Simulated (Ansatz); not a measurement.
# C wire along [100], 9 atoms a period, H-terminated: bands by functional, part 2 of 2

What gap, if any, does the C wire along [100], 9 atoms a period, H-terminated have, and how does it change with the functional?

Ansatz 0.2.0; DFT PBE, plane waves, PAW; relaxation of a wire's period; PAW set soft_1 (the session's first sound run).

So far. Step 2 (Relaxation of atoms and period): The cell's length comes to 3.740 Å with spin left out.

## Step 3: Bands of the perfect wire

This step: DFT PBE, plane waves, PAW; bands of a perfect wire; PAW set soft_1 (Ansatz 0.2.0).

At the relaxed period the bands are computed along the axis; those that cross an energy going forward count the channels that a perfect wire would open there.

The input, input.yaml:

```yaml
crystal:
  lattice:
    - [11.663, 0.0, 0.0]
    - [0.0, 11.663, 0.0]
    - [0.0, 0.0, 3.7403257719]
  atoms:
    - { symbol: C, position: [0.349530137, 0.500011344, 0.0] }
    - { symbol: C, position: [0.500011344, 0.349530137, 0.0] }
    - { symbol: C, position: [0.500011344, 0.650492551, 0.0] }
    - { symbol: C, position: [0.650492551, 0.500011344, 0.0] }
    - { symbol: H, position: [0.292533666, 0.444677746, 0.158615806] }
    - { symbol: H, position: [0.444677746, 0.292533666, 0.158615806] }
    - { symbol: H, position: [0.555344941, 0.707489021, 0.158615806] }
    - { symbol: H, position: [0.707489021, 0.555344941, 0.158615806] }
    - { symbol: C, position: [0.424844156, 0.575178531, 0.243926439] }
    - { symbol: C, position: [0.575178531, 0.424844156, 0.243926439] }
    - { symbol: H, position: [0.368565314, 0.631457374, 0.400833606] }
    - { symbol: H, position: [0.631457374, 0.368565314, 0.400833606] }
    - { symbol: C, position: [0.500011344, 0.500011344, 0.5] }
    - { symbol: H, position: [0.368565314, 0.368565314, 0.599166394] }
    - { symbol: H, position: [0.631457374, 0.631457374, 0.599166394] }
    - { symbol: C, position: [0.424844156, 0.424844156, 0.756073561] }
    - { symbol: C, position: [0.575178531, 0.575178531, 0.756073561] }
    - { symbol: H, position: [0.292533666, 0.555344941, 0.841384194] }
    - { symbol: H, position: [0.444677746, 0.707489021, 0.841384194] }
    - { symbol: H, position: [0.555344941, 0.292533666, 0.841384194] }
    - { symbol: H, position: [0.707489021, 0.444677746, 0.841384194] }
kpoints:
  mp_grid: { grid: [1, 1, 22] }
  band_path: { path: ["Γ", Z], npoints: 90 }
scf:
  occupations: { method: fermi_dirac, width: 0.05 }
hamiltonian:
  xc: pbe
  pseudopotentials: { kind: paw, azcp: { folder: soft_1 } }
output:
  dos: { e_range: [-5, 4] }
  write_potential: true
  write_density: true
  volumetric_format: npy
```

Launch:

```sh
ansatz run input.yaml --threads 4 --pin off --max-ram 16384MiB --backend cpu --events-out ev --progress --plain --runs-dir out
```

Numbers of over 12 decimals in the logs are rounded to 6 here.

The program printed:

```text
[...]
Crystal: 21 atoms, lattice volume = 508.780 Å³
Basis set: ecut = 420 eV, 10021 PW (Γ)
Bands: 45, of which v1, the nominal top of the filled ones, is band 24 counted from 1 (23 counted from 0)
Symmetry: 8 space group operations
[...]
k-points: 12 of 22
[...]
SCF iter   1: F=—  HF=-2461.373181 eV  |F-HF|=—  |Δ(HF+E_count)|=         —  Δρ=6.96e-2  dr2=2.93e1  ethr=3.10e-3  ⟨swp⟩=8.2  Hψ=3143  notcnv=0  defer=25
[...]
SCF iter   9: F=-2451.088536 eV  HF=-2451.088536 eV  |F-HF|=4.50e-8  |Δ(HF+E_count)|=   1.11e-7  Δρ=3.38e-6  dr2=5.82e-8  ethr=2.08e-10  ⟨swp⟩=22.2  Hψ=4430  notcnv=0
SCF 1 converged in 9 iterations: F = -2451.088536 eV  dr2 = 5.82e-8
[...]
NSCF: frozen V_eff on 91 k-points
WARN: The output density's exchange-correlation potential varies sharply where the density is thin. Do not read a vacuum level from v_tot or v_xc, or from such a field of the output density. On a cell that repeats whose density bears no net charge and no dipole along the vacuum's axis use v_es (v_loc + v_h of the components); under efield.dipole_correction with no amplitude use v_es + v_field, which holds any externa [...]
SCF converged after 9 iterations
Free energy (F): -2451.088536 eV
[...]
Internal energy: -2451.088536 eV  (E = F + TS)
E sigma→0 (E₀):  -2451.088536 eV
Fermi energy:    -1.309069 eV
[...]
--- Band table (eV; the first three rows and the last of 12) ---
  k-point 0: bands = [... 20 lower, -5.6299, -4.5447, -3.4759, -3.4759, 0.8269, 1.8576, 1.8909, 1.8909, ... 17 higher]
  k-point 1: bands = [... 20 lower, -5.6261, -4.5287, -3.5055, -3.5055, 0.8523, 1.8809, 1.9097, 1.9097, ... 17 higher]
  k-point 2: bands = [... 20 lower, -5.6151, -4.4844, -3.5924, -3.5924, 0.9273, 1.9498, 1.9660, 1.9660, ... 17 higher]
  k-point 11: bands = [... 20 lower, -5.2024, -5.0738, -5.0738, -4.5441, 3.1113, 3.4478, 3.7778, 3.8792, ... 17 higher]
```

The job ended after 44 s (4 threads of Arm Neoverse V1, shared host; peak memory 1.4 GiB; 2.9 min of CPU time).

This step gave:

| Property | Result |
| --- | --- |
| band gap | 4.303 eV |

The electronic bands at the labelled points (eV, zero at the Fermi level):

```
point  band 21  band 22  band 23  band 24  band 25  band 26  band 27  band 28
    Γ    -4.32    -3.24    -2.17    -2.17     2.14     3.17     3.20     3.20
    Z    -3.89    -3.76    -3.76    -3.23     4.42     4.76     5.09     5.19
```

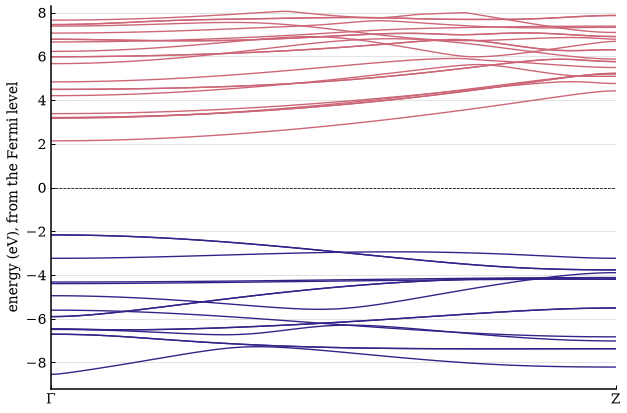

Electronic bands along the path; lines of filled and empty bands in two colours.

The gap is 4.30 eV, with spin left out.

On this path the gap is direct, 4.30 eV, with the valence top at Γ and the conduction bottom at Γ.

## Step 4: Another level of theory, cutoff 500 eV, k-mesh 1×1×17

This step: DFT r2SCAN, plane waves, PAW; bands of a perfect wire at the PBE geometry; PAW set soft_1 (Ansatz 0.2.0).

The atoms stay at the PBE geometry and the functional changes. r2SCAN also reads the kinetic-energy density; it often gives larger moments and wider gaps than PBE, at a higher cost. Against the first PBE run of this kind, the cutoff is 500 eV against 420 and the mesh along the wire has 17 points against 22.

Edit input.yaml of step 3 so:

```diff
@@ -28,3 +28,3 @@
 kpoints:
-  mp_grid: { grid: [1, 1, 22] }
+  mp_grid: { grid: [1, 1, 17] }
   band_path: { path: ["Γ", Z], npoints: 90 }
@@ -33,8 +33,3 @@
 hamiltonian:
-  xc: pbe
+  xc: r2scan
   pseudopotentials: { kind: paw, azcp: { folder: soft_1 } }
-output:
-  dos: { e_range: [-5, 4] }
-  write_potential: true
-  write_density: true
-  volumetric_format: npy
```

The program printed:

```text
[...]
Crystal: 21 atoms, lattice volume = 508.780 Å³
Basis set: ecut = 500 eV, 12957 PW (Γ), exchange–correlation on 360×360×120 points (64 copies of the dense FFT grid, shifted against one another)
Bands: 45, of which v1, the nominal top of the filled ones, is band 24 counted from 1 (23 counted from 0)
Symmetry: 8 space group operations
[...]
k-points: 9 of 17
[...]
SCF iter   1: F=—  HF=-2466.501164 eV  |F-HF|=—  |Δ(HF+E_count)|=         —  Δρ=6.68e-2  dr2=2.66e1  dr2_τ=3.29e0  ethr=3.10e-3  ⟨swp⟩=9.3  Hψ=2491  notcnv=0  defer=16
[...]
SCF iter   9: F=-2458.513093 eV  HF=-2458.513093 eV  |F-HF|=3.48e-8  |Δ(HF+E_count)|=   1.73e-7  Δρ=2.95e-6  dr2=5.03e-8  dr2_τ=5.38e-9  ethr=2.08e-10  ⟨swp⟩=21.0  Hψ=3353  notcnv=0
SCF 1 converged in 9 iterations: F = -2458.513093 eV  dr2 = 5.03e-8
[...]
SCF converged after 9 iterations
Free energy (F): -2458.513093 eV
[...]
Internal energy: -2458.513093 eV  (E = F + TS)
E sigma→0 (E₀):  -2458.513093 eV
Fermi energy:    -1.164371 eV
[...]
--- Band table (eV; the first three rows and the last of 9) ---
  k-point 0: bands = [... 20 lower, -5.9268, -4.7604, -3.6688, -3.6688, 1.3093, 2.4100, 2.4402, 2.4402, ... 17 higher]
  k-point 1: bands = [... 20 lower, -5.9206, -4.7334, -3.7203, -3.7203, 1.3534, 2.4509, 2.4728, 2.4728, ... 17 higher]
  k-point 2: bands = [... 20 lower, -5.9024, -4.6631, -3.8689, -3.8689, 1.4818, 2.5693, 2.5693, 2.5705, ... 17 higher]
  k-point 8: bands = [... 20 lower, -5.5269, -5.3155, -5.3155, -4.7731, 3.5098, 4.0506, 4.2977, 4.3746, ... 17 higher]
```

It took 77 s on 4 threads; peak memory 2.4 GiB; 5.1 min of CPU time.

This step gave:

```yaml
band_gap: 4.978 eV
```

The electronic bands at the labelled points (eV, zero at the Fermi level):

```
point  band 21  band 22  band 23  band 24  band 25  band 26  band 27  band 28
    Γ    -4.76    -3.60    -2.50    -2.50     2.47     3.57     3.60     3.60
    Z    -4.30    -4.16    -4.16    -3.64     4.79     5.16     5.44     5.60
```

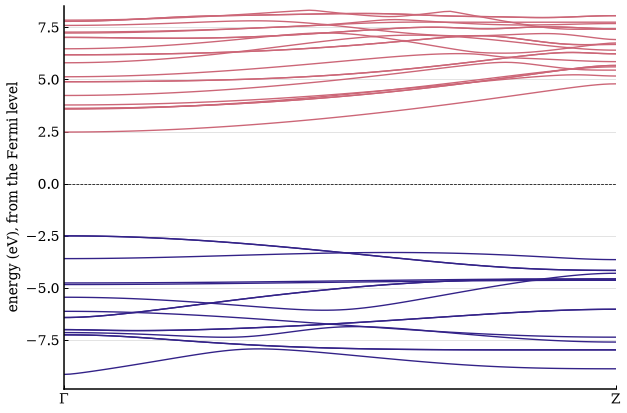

Electronic bands along the path; lines of filled and empty bands in two colours.

The gap is 4.98 eV, against 4.30 eV under PBE at the relaxed period.

## Step 5: Another level of theory, level HSE06, cutoff 420 eV

This step: DFT HSE06, plane waves, PAW; levels of a perfect wire at the PBE geometry; PAW set soft_1 (Ansatz 0.2.0).

The atoms stay at the PBE geometry and the functional changes. HSE06 mixes in a quarter of short-range exact exchange, which removes part of the self-interaction that closes gaps; it is dear, so the mesh is thinner and no path is run. Against the first PBE run of this kind, the mesh along the wire has 9 points against 22.

Edit input.yaml of step 4 so:

```diff
@@ -28,4 +28,3 @@
 kpoints:
-  mp_grid: { grid: [1, 1, 17] }
-  band_path: { path: ["Γ", Z], npoints: 90 }
+  mp_grid: { grid: [1, 1, 9] }
 scf:
@@ -33,3 +32,3 @@
 hamiltonian:
-  xc: r2scan
+  xc: hse06
   pseudopotentials: { kind: paw, azcp: { folder: soft_1 } }
```

The program printed:

```text
[...]
Crystal: 21 atoms, lattice volume = 508.780 Å³
Basis set: ecut = 420 eV, 10021 PW (Γ)
Bands: 45, of which v1, the nominal top of the filled ones, is band 24 counted from 1 (23 counted from 0)
Symmetry: 8 space group operations
[...]
k-points: 5 of 9
[...]
SCF iter   6: F=-2451.089243 eV  HF=-2451.089153 eV  |F-HF|=9.01e-5  |Δ(HF+E_count)|=   3.00e-4  Δρ=2.47e-4  dr2=1.45e-4  ethr=3.91e-6  ⟨swp⟩=2.0  Hψ=345  notcnv=0
[...]
Fermi energy:    -1.598341 eV
[...]
--- Band table (eV; the first three rows and the last of 5) ---
  k-point 0: bands = [... 20 lower, -6.6160, -5.3903, -4.2743, -4.2743, 1.0456]
  k-point 1: bands = [... 20 lower, -6.5896, -5.2996, -4.4571, -4.4571, 1.1922]
  k-point 2: bands = [... 20 lower, -6.5215, -5.1381, -4.9372, -4.9372, 1.6070]
  k-point 4: bands = [... 20 lower, -6.3254, -5.9403, -5.9403, -5.3418, 3.0734]
  guard bands above this table: 20 of the run's 45 bands. The solve was not asked for them (output.publish_guard_bands: true or output.eigenvalues: true publishes all)
[key lines of the parts left out:]
Free energy (F): -2452.069891 eV
```

Run time: 43 s. Hardware: 4 threads; peak memory 5 GiB; 2.7 min of CPU time.

Numbers from this step:

```
band gap : 5.32 eV
```

The gap is 5.32 eV, against 4.30 eV under PBE at the relaxed period.

## Step 6: What came out

| Item | Value |
| --- | --- |
| cell length, PBE | 3.740 Å |
| gap, PBE | 4.30 eV |
| gap, r2SCAN | 4.98 eV |
| gap, HSE06 | 5.32 eV |

**Reading.** Under PBE the cell's length is 3.74 Å, and a gap of 4.30 eV makes it a semiconductor. At the relaxed period the wire is gapped under every functional, from 4.30 eV (PBE) to 5.32 eV (HSE06). Weak screening in one dimension makes quasiparticle gaps larger than the semilocal gaps, as a rule. A hybrid's gap is read on a coarse mesh, without a band path.

[Logs are printed without paths, hosts, clocks, repeated set-up lines and the standing remarks that a program may print on its own settings, such as how far it seeks lower states.]

[Hosts, paths, dates, database ids (printed as entryN), source tags and the programs' standing remarks are cut or masked in the printed files.]
